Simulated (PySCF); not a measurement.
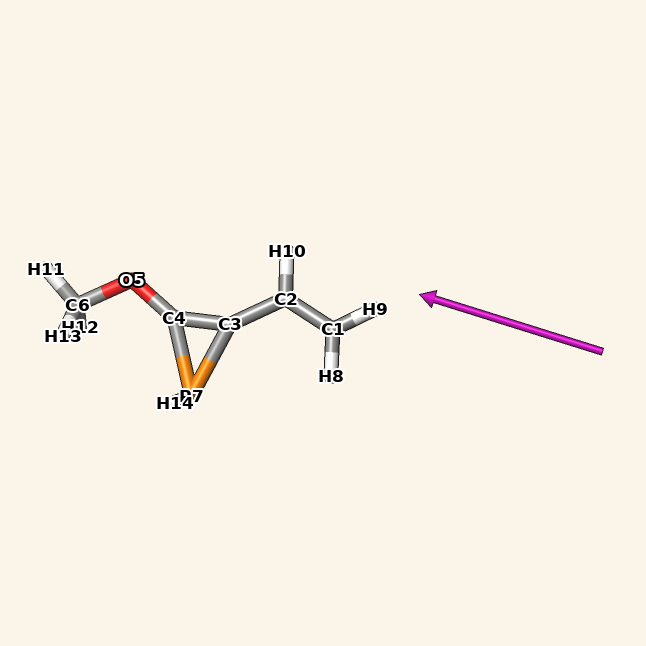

The arrow beside the molecule shows the direction of the dipole moment, from the negative to the positive end (its length means nothing). Computed geometry: GFN2-xTB optimisation. No frequency run is at hand to confirm it as a minimum. Level of theory: CAM-B3LYP/def2-SVPD, gas phase (PySCF 2.14.0).

Estimate the dipole moment.

Answer. 1.52 D; it points from the side of H9 to the side of H11 (the outermost atoms at the two ends).

The geometry is semi-empirical. Around P such bond lengths and angles can be off by a tenth of an ångström or more and by several degrees, and values that hang on the shape move with them.
